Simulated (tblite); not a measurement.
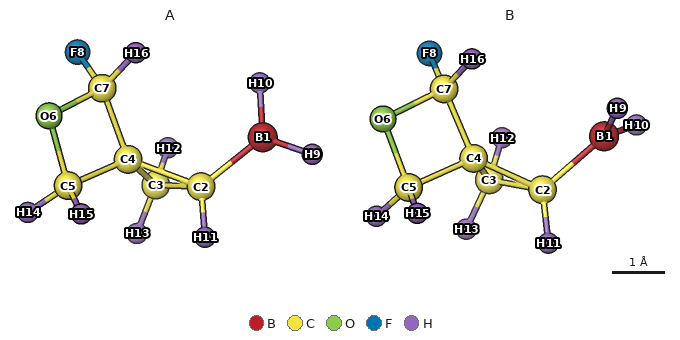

Two geometries of C5H8BFO, drawn at one scale. One is the start of a relaxation, the other its converged end. The picture is a ball-and-stick view, seen at a tilt.

All numbers below come from tblite 0.8.0, GFN2-xTB geometry optimisation, gas phase. 

**Which of the two is the end point?**

Structure A is the relaxed one. The energy falls by 69.6 kJ/mol in 94 geometry steps. The largest move after the best rigid fit is that of H10, 1.24 Å. Largest moves by element: H 1.24 Å, C 0.26 Å, F 0.23 Å, O 0.19 Å, B 0.14 Å. Some distances before and after: C3–C4 1.539 → 1.474 Å, B1–C2 1.587 → 1.541 Å, C3–H12 1.111 → 1.079 Å, C2–H11 1.117 → 1.086 Å. Bond angles that change, for instance: C3–C4–C5 114.9° → 129.7°, C3–C4–C7 117.6° → 129.1°, C2–C4–C7 138.1° → 129.4°. Groups turn about B1–C2 by about 80°.
